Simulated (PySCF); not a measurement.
H$_{2}$O, SMILES `O`.

PySCF calculation, CAM-B3LYP/6-311+G**, gas phase; geometry: GFN2-xTB. No frequency check shows the geometry to be a minimum.

Geometry (Å), atoms numbered from 1:

```
O1       0.0000    0.1138    0.0000
H2       0.7722   -0.4552    0.0000
H3      -0.7722   -0.4552    0.0000
```

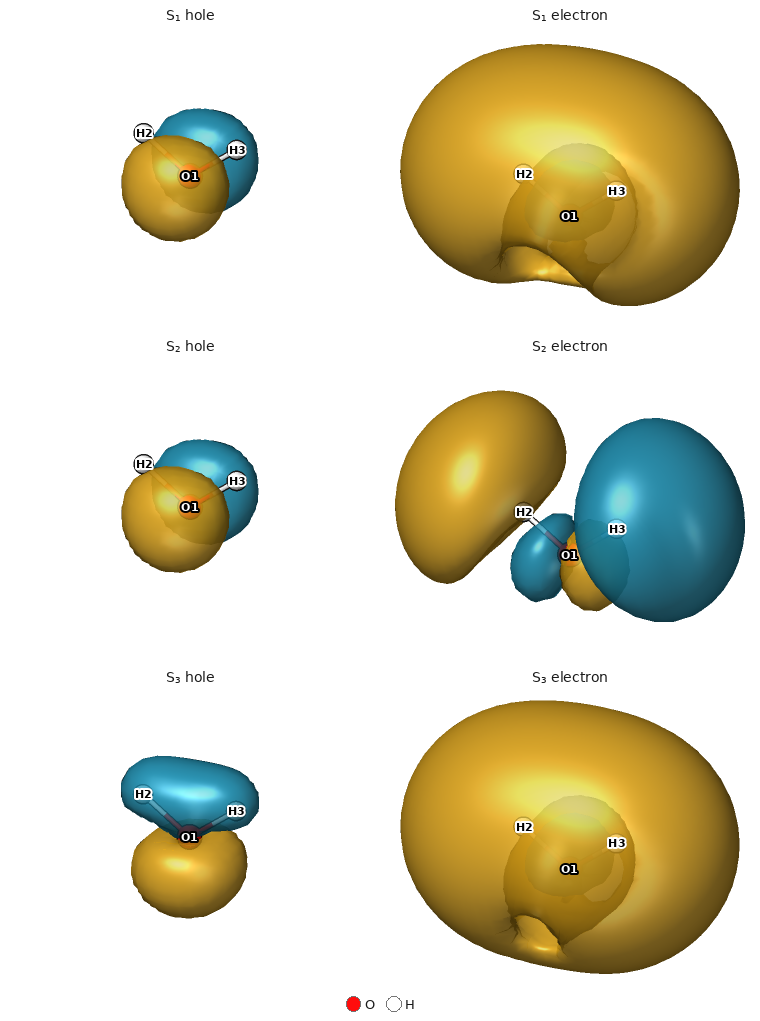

Leading natural transition orbitals (TDA singlet states).

> Give the energy and character of each state.

By state:
- S₁: 7.91 eV (157 nm), f = 0.048, partly diffuse acceptor orbital; the leading pair carries 100 %; hole on O1 (87 %) and H2 and H3 (7 % each), electron on H2 and H3 (35 % each) and O1 (30 %) (atom shares of so diffuse an orbital are rough); their centroids lie 0.7 Å apart.
- S₂: 9.81 eV (126 nm), f = 0.000 (dark), partly diffuse acceptor orbital; the leading pair carries 100 %; hole on O1 (87 %) and H2 and H3 (7 % each), electron on H2 and H3 (37 % each) and O1 (27 %) (atom shares of so diffuse an orbital are rough); their centroids lie 0.7 Å apart.
- S₃: 9.99 eV (124 nm), f = 0.125 (bright), partly diffuse acceptor orbital; the leading pair carries 97 %; hole on O1 (83 %) and H2 and H3 (8 % each), electron on H2 and H3 (34 % each) and O1 (33 %) (atom shares of so diffuse an orbital are rough); their centroids lie 0.7 Å apart.

Cost of the run: 5.9 s on 1 thread of Arm Neoverse V1, on a shared host, peak memory 0.19 GiB.
